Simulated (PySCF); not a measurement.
# C4H4F3N3O: what the fields show

Input file:

```
{"job": {"kind": "nmr", "xc": "PBE0", "basis": "pcSseg-1", "pop": false}, "charge": 0, "multiplicity": 1}
C      2.617081     0.299856     0.021861
C      1.266812    -0.313163     0.042799
N      1.076764    -1.640234     0.043441
N     -0.351081    -1.815570     0.034733
C     -0.803688    -0.561610     0.029991
O     -2.132164    -0.359930    -0.005427
C     -2.633509     0.910850     0.027185
F     -2.296337     1.546203     1.134857
F     -3.944727     0.791670    -0.017228
F     -2.232960     1.623709    -1.012303
N      0.121714     0.378570     0.104156
H      3.388565    -0.479514     0.015007
H      2.756418     0.938707     0.906100
H      2.734138     0.939009    -0.865729
H      0.434413    -2.225815    -0.825851
```

Launched as:

```sh
OMP_NUM_THREADS=1 python ens_run.py task.json out
```

Geometry: PBE0-D3(BJ)/def2-SVP.

Method: PBE0/pcSseg-1, SCF density, gas phase, non-relativistic (PySCF).

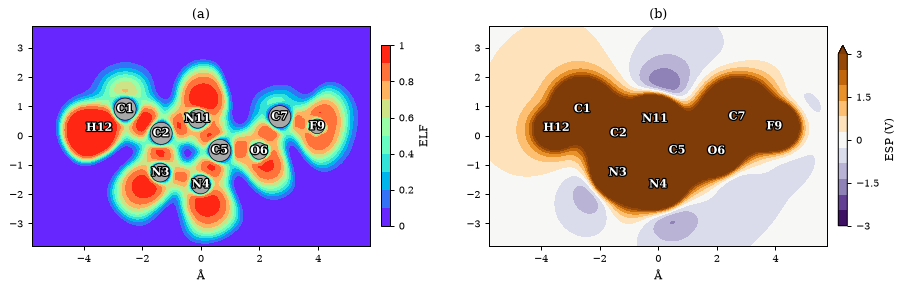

Figure 1. (a) electron localisation function; (b) molecular electrostatic potential on the plane of atoms C1, C2 and N3. Grey discs cover the atomic cores in the ELF map.

Question: Read the bonding off the picture.

Answer: Atoms in the plane: C, N, O, F and H.
C–F (1.32 Å): the ELF peaks at about 0.85 between the atoms, as expected for a shared but strongly polarised pair.
C–N (1.32 Å): the ELF peaks at about 0.90 between the atoms, as expected for localised, covalent bonding.
C–O (1.34 Å): the ELF peaks at about 0.90 between the atoms; a polar covalent bond.
N–N (1.44 Å): the ELF peaks at about 0.85 between the atoms, as expected for localised, covalent bonding.
C–C (1.48 Å): the ELF peaks at about 0.95 between the atoms; localised, covalent bonding.
The ELF also peaks beside N4, N3, O6, F9 and N11, away from the bonds: lone-pair regions.
Outside the dense part of the molecule the potential is most negative (−1.9 V) near N11.

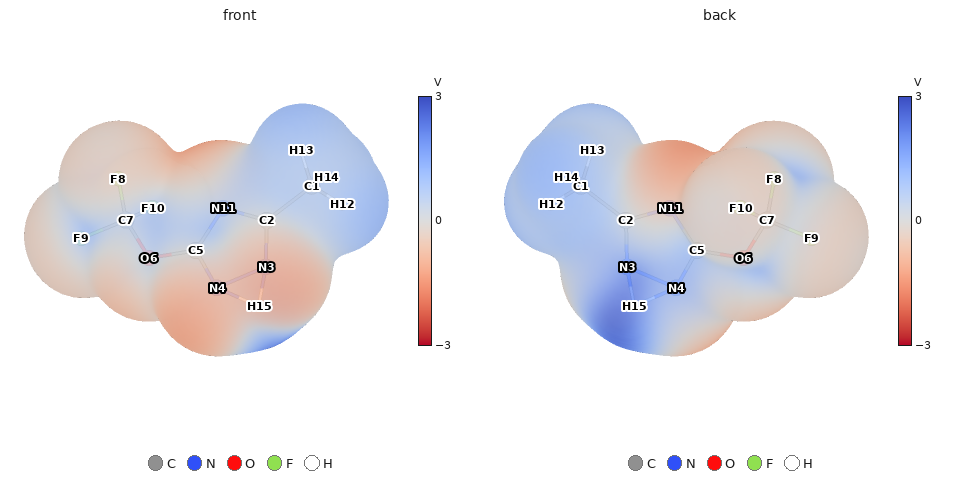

Figure 2. The molecular electrostatic potential painted on the density surface at 0.002 e/bohr³, seen from the front and from behind; the colour scale runs from red (negative) to blue (positive).

Question: Where is the surface potential most negative and most positive?

Answer: The most negative region (about −1.3 V) lies over N11, the most positive (about +2.3 V) over H15. N11 is the likeliest acceptor of a hydrogen bond.

Question: What dipole moment does the calculation give?

Answer: Its dipole moment is 2.68 D.
